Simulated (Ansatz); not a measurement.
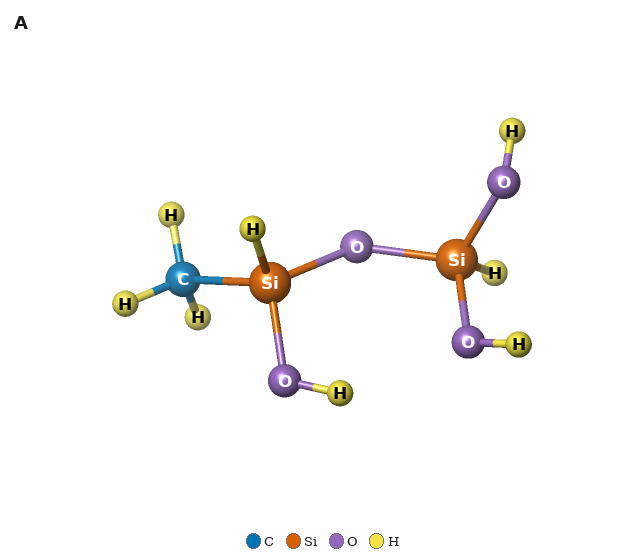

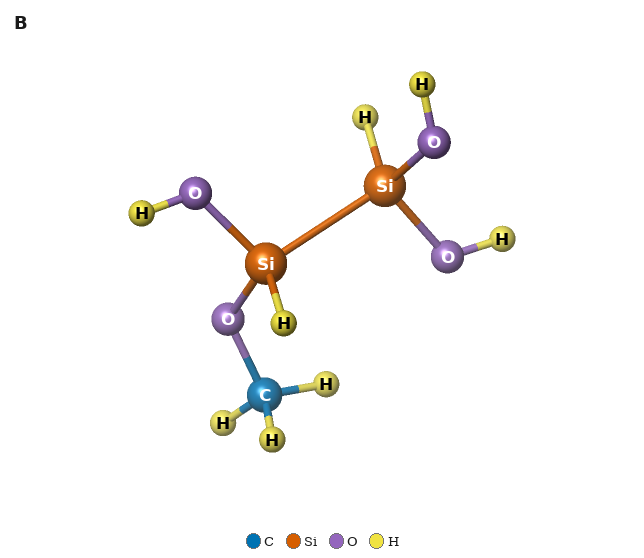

2 stationary structures of one formula. Geometries: PBE0-D4/def2-TZVP. Electronic energies: CCSD(T)/CBS (MP2 limit from def2-TZVPP and def2-QZVPP plus CCSD(T) − MP2) (Ansatz 0.2.0), without zero-point energy. No frequency run is at hand to confirm each as a minimum. Each is one conformer, not always the lowest.

### How are they related?

They are constitutional isomers of CH8O4Si2: A `C[Si@@H](O)O[SiH](O)O`, B `CO[Si@H](O)[SiH](O)O`.

### Which is lowest in energy, and by how much?

A is lowest; B lies 2.936 eV above it.
